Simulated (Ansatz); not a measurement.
# Calculations on GaNH$_{4}$O

### Relaxation

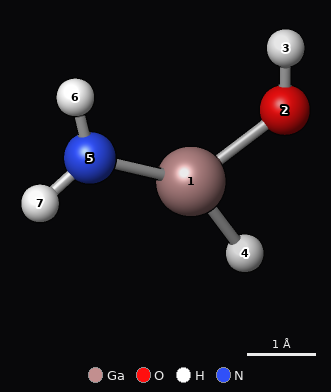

GaNH4O, before the relaxation. The picture is a ball-and-stick view, seen at a tilt.

The run prepares an end point of a later path (reaction) calculation, from a guessed geometry.

Level of theory: RKS PBE0/def2-SVP (Ansatz 0.2.0).

Input
```yaml
crystal:
  periodic: [false, false, false]
  atoms:
    - { symbol: Ga, position_ang: [0.220591, 0.112319, -0.140507] }
    - { symbol: O, position_ang: [0.746756, -0.273967, 1.51325] }
    - { symbol: H, position_ang: [0.121652, -0.523444, 2.202681] }
    - { symbol: H, position_ang: [1.712551, 0.401078, -0.420194] }
    - { symbol: "N", position_ang: [-1.430446, 0.012047, -0.843044] }
    - { symbol: H, position_ang: [-2.257622, -0.234387, -0.314317] }
    - { symbol: H, position_ang: [-1.640683, 0.224953, -1.809467] }
basis:
  gaussian: { orbitals: def2-SVP }
hamiltonian:
  xc: pbe0
relax:
  f_tol: 0.03
  max_steps: 50
```

Launched with:
```bash
ansatz run input.yaml --threads 1 --pin off --max-ram 2048MiB --backend cpu --events-out ev --progress --plain --runs-dir out
```

Where does the relaxation end?

Answer. The largest move after the best rigid fit is that of H4, 0.49 Å. By element the largest moves are H 0.49 Å, O 0.20 Å, Ga 0.17 Å, N 0.17 Å. Some distances before and after: Ga1–N5 1.797 → 1.811 Å, Ga1–O2 1.778 → 1.787 Å, Ga1–H4 1.545 → 1.550 Å. Bond angles that change, for instance: O2–Ga1–H4 85.6° → 117.9°, H4–Ga1–N5 145.8° → 124.1°, O2–Ga1–N5 128.6° → 118.1°. Over 7 geometry steps the energy falls by 0.494 eV. The largest force component goes from 1.2 to 0.005 eV/Å. Cost: 30 s on 1 thread of Arm Neoverse V1 (shared host), peak memory 0.16 GiB.

Step by step:

| step | E − E(0), eV | largest force component, eV/Å |
| --- | --- | --- |
| 0 | 0.0000 | 1.2359 |
| 1 | -0.3138 | 0.7620 |
| 2 | -0.4535 | 0.5031 |
| 3 | -0.4712 | 0.4727 |
| 4 | -0.4897 | 0.1341 |
| 5 | -0.4922 | 0.1189 |
| 6 | -0.4932 | 0.0960 |
| 7 | -0.4936 | 0.0050 |

The structure at the end:

```xyz
7

Ga    0.3765    0.0980   -0.0635
O     0.6116   -0.3128    1.6600
H    -0.1860   -0.5606    2.1367
H     1.6242    0.5058   -0.8873
N    -1.3017    0.0122   -0.7388
H    -2.1275   -0.2518   -0.2164
H    -1.5242    0.2276   -1.7024
```

The end point in the same view:

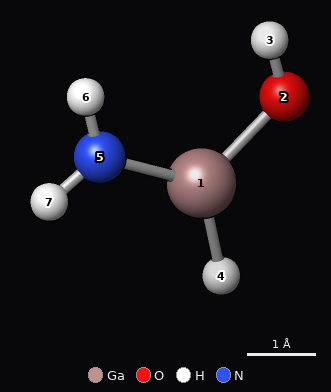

### Relaxation

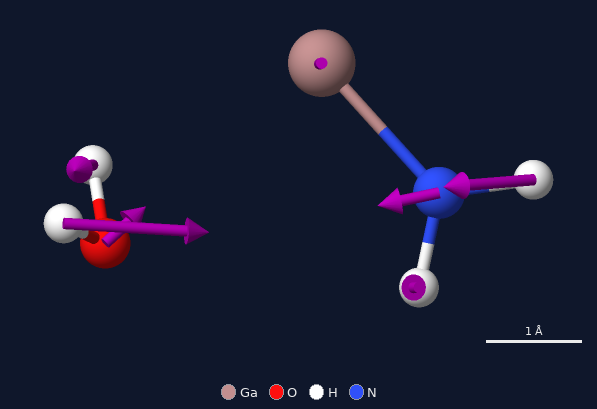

This is a relaxation of GaNH₄O. The starting structure is drawn; purple arrows show the displacements, at their true length. The two geometries are superimposed by the best rigid fit.

The picture is a ball-and-stick view, seen at a tilt.

The run prepares an end point of a later path (reaction) calculation, from a guessed geometry.

All numbers below come from Ansatz, RKS PBE0/def2-SVP.

Input
```yaml
crystal:
  periodic: [false, false, false]
  atoms:
    - { symbol: Ga, position_ang: [-0.358959, -1.319853, -0.622708] }
    - { symbol: O, position_ang: [1.118727, 0.525261, 1.198676] }
    - { symbol: H, position_ang: [0.917421, 0.051988, 2.015556] }
    - { symbol: H, position_ang: [1.72758, -0.094774, 0.738192] }
    - { symbol: "N", position_ang: [-1.703015, -0.078905, -0.965065] }
    - { symbol: H, position_ang: [-2.501737, -0.237798, -1.574913] }
    - { symbol: H, position_ang: [-1.727216, 0.87268, -0.601338] }
basis:
  gaussian: { orbitals: def2-SVP }
hamiltonian:
  xc: pbe0
relax:
  f_tol: 0.03
  max_steps: 50
output:
  orbitals: {}
```

Launched with:
```bash
ansatz run input.yaml --threads 1 --pin off --max-ram 2048MiB --backend cpu --events-out ev --progress --plain --runs-dir out
```

> Which element moves most?

Hydrogen: up to 1.56 Å, against 0.77 Å for gallium.

> What happened in the run?

After 24 accepted moves (28 points after the start) the energy has fallen by 0.220 eV. The largest force component goes from 0.68 to 0.019 eV/Å. The line search rejected the trial steps at points 1, 6, 13, 19 of the run. H3 moves most after the best rigid fit: 1.56 Å. Largest moves by element: H 1.56 Å, Ga 0.77 Å, N 0.67 Å, O 0.60 Å. Some distances before and after: Ga1–H3 3.236 → 2.324 Å, Ga1–O2 2.984 → 2.371 Å, Ga1–N5 1.861 → 1.962 Å, O2–H3 0.965 → 0.996 Å. Bond angles that change, for instance: Ga1–N5–H6 125.0° → 118.0°, H3–O2–H4 102.5° → 106.8°, H6–N5–H7 109.9° → 106.4°. Cost: 100 s on 1 thread of Arm Neoverse V1, with other jobs on the host, peak memory 0.15 GiB.

Limits of the set-up: the start holds two separate molecules, 2.8 Å apart at their closest, whose relative position is a soft coordinate and is computed without a dispersion correction.

### Path

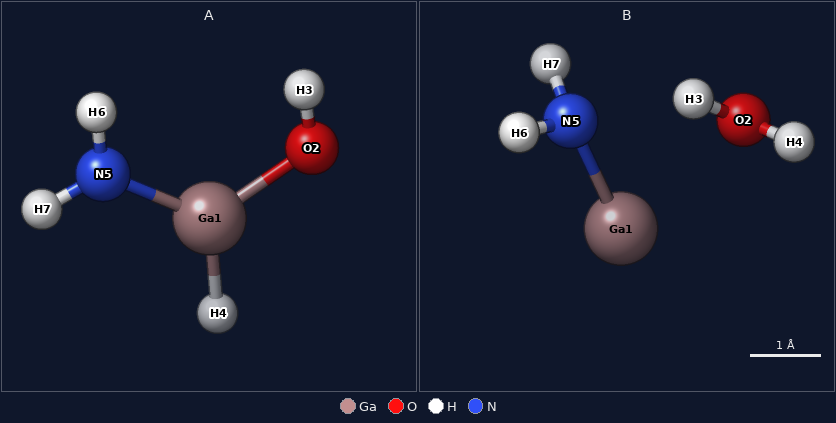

The two relaxed end points of a path for GaNH₄O. A ball-and-stick model, seen at a tilt.

Level of theory: Ansatz 0.2.0, RKS PBE0/def2-SVP.

Run with 5 movable images; climbing image; force threshold 0.05 eV/Å; iteration limit 60.

Start:
```xyz
7

Ga    0.3765    0.0980   -0.0635
O     0.6117   -0.3128    1.6599
H    -0.1858   -0.5606    2.1367
H     1.6241    0.5058   -0.8875
N    -1.3018    0.0122   -0.7387
H    -2.1275   -0.2518   -0.2162
H    -1.5243    0.2277   -1.7023
```

End:
```xyz
7

Ga    0.3861   -0.0413   -1.4184
O     0.8484    0.3593    0.8720
H    -0.0686   -0.0286    0.8609
H     1.4238   -0.2953    1.2851
N    -1.3054   -0.1603   -0.4321
H    -2.0079   -0.8219   -0.7632
H    -1.8035    0.7067   -0.2160
```

**What barrier does the band find between them, and by what path?**

Forward barrier 55.9 kcal/mol, backward barrier 42.0 kcal/mol, with image 2 at the top; the reaction energy is +14.0 kcal/mol. Breaking: Ga1–H4 (1.55 → 1.62 at the top → 2.91 Å), Ga1–O2 (1.79 → 1.98 at the top → 2.37 Å). Forming: O2–H4 (2.86 → 1.48 at the top → 0.96 Å). The band is converged. At the top, the vibrational analysis gives one imaginary mode (1332i cm⁻¹), as a transition state must have.

Energies of the converged images:

```csv
image,path (Å),E (kcal/mol)
0,0.00,0.0
1,1.28,2.1
2,2.57,55.9
3,3.79,16.3
4,5.02,15.9
5,6.24,15.9
6,7.47,14.0
```

The geometry at the top of the path:

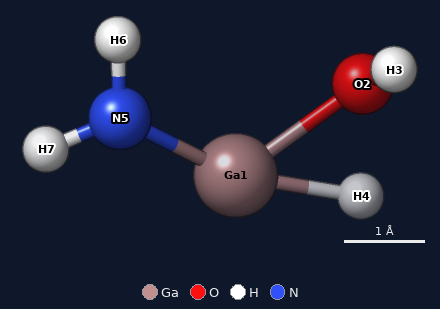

Cost: 5.6 min on 1 thread of Arm Neoverse V1, with other jobs on the host, peak memory 0.16 GiB.
